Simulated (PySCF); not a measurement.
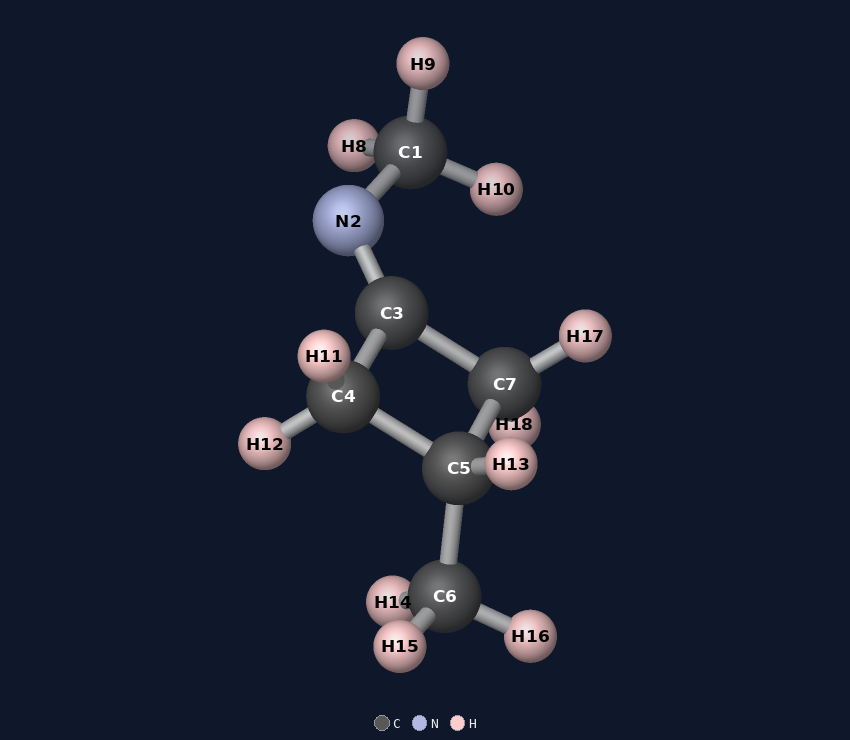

Computed geometry: GFN2-xTB optimisation. No frequency run is at hand to confirm it as a minimum. Electric field gradients from the ground-state density, PBE0/pcSseg-1 (PySCF 2.14.0), non-relativistic apart from any core potentials.

Give the largest field-gradient component, the quadrupole coupling constant and the asymmetry for 14N at N2 (Q = 20.44 mb), 2H at H8 (Q = 2.86 mb), 2H at H9 (Q = 2.86 mb), 2H at H10 (Q = 2.86 mb), 2H at H11 (Q = 2.86 mb).

```
atom  V_zz (a.u.)  e²qQ/h (MHz)     η
  N2       −1.051         −5.05  0.20
  H8        0.306         0.206  0.04
  H9        0.306         0.206  0.04
 H10        0.294         0.198  0.06
 H11        0.315         0.212  0.01
```
